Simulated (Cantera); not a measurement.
Feed: 1 mol trisilylamine, 0.7 mol N2, 0.24 mol NH3, at 75.0 Torr.

Method: chemical equilibrium by Gibbs-energy minimisation in Cantera with the NASA 1993 tables (ideal gas, pure condensed phases). Candidate condensed phases: Si, Si3N4; 18 gas species. The feed counts by its element totals alone. Mutual solubility and eutectic melting of coexisting phases are not modelled. Gases not in the tables: Si2H6 and higher silanes. Rates play no part.

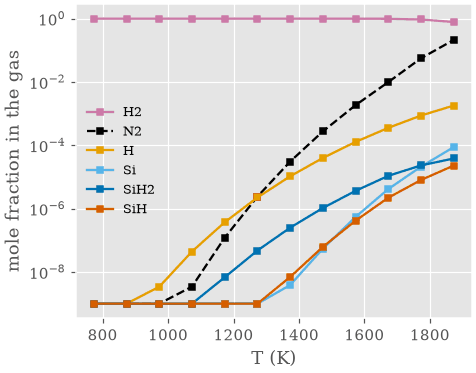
Fig. 1. Equilibrium gas composition (values under 1e-9 drawn at 1e-9)

Question: Read off the mole fractions at 1873 K.

Answer: H2 about 0.78, N2 about 0.21, H about 0.0018, Si about 8.8e-5, SiH2 about 3.8e-5, SiH about 2.3e-5.
